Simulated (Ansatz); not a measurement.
# SnSiH3F3 (SMILES [F][Sn]([F])([F])[SiH3]): HF/3-21G

What is the vertical singlet–triplet gap of SnSiH3F3 at HF/3-21G? 

The calculation is run with Ansatz 0.2.0.

35 further runs of the same task are left out: 35 set aside as unsound or not needed. Runs told in other sessions of the task aren't counted.

**1. Starting point**

SnSiH3F3 has 8 atoms, charge 0, and is taken as a singlet. As SMILES, `[F][Sn]([F])([F])[SiH3]`. The coordinates come from a PBE0-D4/def2-TZVP relaxation.

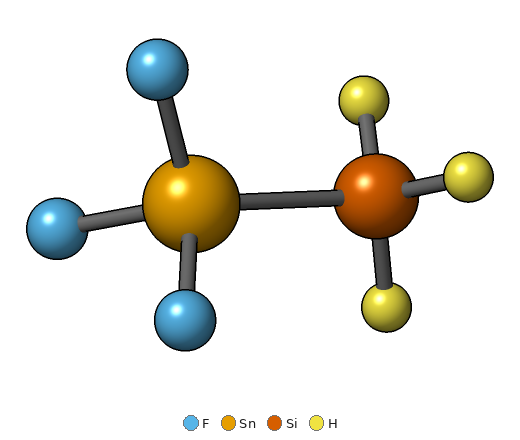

Viewed from a chosen angle; fluorine blue, tin amber, silicon orange, hydrogen yellow.

**2. The energy at HF/3-21G**

Contents of run.yaml:

```yaml
crystal:
  periodic: [false, false, false]
  atoms:
    - {symbol: F, position_ang: [0.165300, -2.193800, 1.388300]}
    - {symbol: Sn, position_ang: [0.794500, -0.774800, 0.288000]}
    - {symbol: F, position_ang: [2.267700, -0.076200, 1.269200]}
    - {symbol: F, position_ang: [1.622500, -1.679600, -1.166800]}
    - {symbol: Si, position_ang: [-0.973200, 0.954100, -0.377000]}
    - {symbol: H, position_ang: [-1.479100, 1.542100, 0.882900]}
    - {symbol: H, position_ang: [-0.282200, 1.951000, -1.224200]}
    - {symbol: H, position_ang: [-2.023600, 0.220100, -1.116300]}
basis:
  gaussian: {orbitals: 3-21G-spherical.json}
accuracy: high
hamiltonian: {xc: hf}
output: {orbitals: {seedname: orbitals}}
```

The basis set 3-21G is read from a file made from the Basis Set Exchange's data (not shown).

On the command line:

```console
$ ansatz run run.yaml --threads 1 --pin off --max-ram 2610MiB --events-out events.jsonl --progress --plain --runs-dir runs
```

The program printed:

```text
Warning: RAYON_NUM_THREADS=1 ignored (pool sized by the plan → 1); use --threads N
Functional definition: HF
  name "HF"
  exchange = exact_x
  correlation = 0
1616 factors; integrals over basis functions are off by at most 7.2e-9 eV
mean field evaluation 1: about -179107.4192 eV, gradient 4.7e1 eV
mean field evaluation 2: about -179107.6854 eV, gradient 4.7e1 eV
mean field evaluation 4: about -179111.8873 eV, gradient 2.5e0 eV
mean field evaluation 8: about -179111.9461 eV, gradient 1.7e-1 eV
mean field evaluation 16: about -179111.9463 eV, gradient 1.4e-7 eV
mean field -179111.94630736 eV, -6582.2426203579 hartree, gradient 7.2e-9 eV, S^2 0.000000; 0 other end points of the search recorded, 0 dependent functions left out
reference -179111.94630736 eV, -6582.2426203579 hartree; 47, 47 occupied and 30, 30 virtual orbitals, 1616 factors
Total energy: -179111.94630736 eV, -6582.2426203579 hartree
```

Run time: 2.5 s. Hardware: 1 thread of Arm Neoverse V2, shared host; peak memory 0.24 GiB.

**3. The triplet at the same level**

Contents of job.yaml:

```yaml
crystal:
  periodic: [false, false, false]
  atoms:
    - {symbol: F, position_ang: [0.165300, -2.193800, 1.388300]}
    - {symbol: Sn, position_ang: [0.794500, -0.774800, 0.288000]}
    - {symbol: F, position_ang: [2.267700, -0.076200, 1.269200]}
    - {symbol: F, position_ang: [1.622500, -1.679600, -1.166800]}
    - {symbol: Si, position_ang: [-0.973200, 0.954100, -0.377000]}
    - {symbol: H, position_ang: [-1.479100, 1.542100, 0.882900]}
    - {symbol: H, position_ang: [-0.282200, 1.951000, -1.224200]}
    - {symbol: H, position_ang: [-2.023600, 0.220100, -1.116300]}
basis:
  gaussian:
    orbitals: 3-21G-spherical.json
magnetization:
  spin_polarized: true
  initial_magnetization: 2
hamiltonian:
  xc: hf
accuracy: high
output:
  orbitals: {seedname: orbitals}
```

The basis set 3-21G is read from a file made from the Basis Set Exchange's data (not shown).

On the command line:

```console
$ ansatz run job.yaml --threads 1 --pin off --max-ram 2610MiB --events-out events.jsonl --progress --plain --runs-dir runs
```

The program printed:

```text
Warning: RAYON_NUM_THREADS=1 ignored (pool sized by the plan → 1); use --threads N
[... 4 set-up lines as earlier in the session ...]
1616 factors; integrals over basis functions are off by at most 7.2e-9 eV
mean field evaluation 1: about -179100.1758 eV, gradient 3.3e1 eV
mean field evaluation 2: about -179100.2359 eV, gradient 3.3e1 eV
mean field evaluation 4: about -179105.1766 eV, gradient 2.5e0 eV
mean field evaluation 8: about -179105.3638 eV, gradient 2.4e-1 eV
mean field evaluation 16: about -179105.3661 eV, gradient 6.2e-8 eV
mean field evaluation 32: about -179104.7004 eV, gradient 3.7e0 eV
mean field evaluation 64: about -179103.0402 eV, gradient 5.2e0 eV
mean field evaluation 96: about -179104.9224 eV, gradient 8.4e-1 eV
mean field evaluation 128: about -179104.2137 eV, gradient 1.2e-1 eV
mean field evaluation 160: about -179104.6353 eV, gradient 2.6e0 eV
mean field evaluation 192: about -179104.2089 eV, gradient 1.5e0 eV
mean field -179105.36605851 eV, -6582.0008006729 hartree, gradient 6.2e-8 eV, S^2 2.017703; 3 other end points of the search recorded, 0 dependent functions left out
reference -179105.36605851 eV, -6582.0008006729 hartree; 48, 46 occupied and 29, 31 virtual orbitals, 1616 factors
Total energy: -179105.36605851 eV, -6582.0008006729 hartree
```

Wall time 22 s (1 thread of Arm Neoverse V2, shared host); peak memory 0.38 GiB.

**4. What came out**

Level: HF/3-21G.

| quantity | value |
| --- | --- |
| singlet: total energy | -6582.24262 Eh |
| singlet: HOMO energy | -12.19 eV |
| singlet: LUMO energy | 2.14 eV |
| singlet: HOMO–LUMO gap | 14.33 eV |
| triplet: total energy | -6582.00080 Eh |
| triplet: HOMO energy (highest over α and β) | -5.60 eV |
| triplet: LUMO energy (lowest over α and β) | -4.06 eV |
| triplet: ⟨S²⟩ | 2.018 |
| vertical energy of the triplet above the singlet | 6.580 eV |

What this shows: At this shape the triplet lies 6.58 eV (635 kJ/mol) above the singlet. Relativity is left out (singlet) although the molecule holds a heavy atom. Relativity is left out (triplet) although the molecule holds a heavy atom.
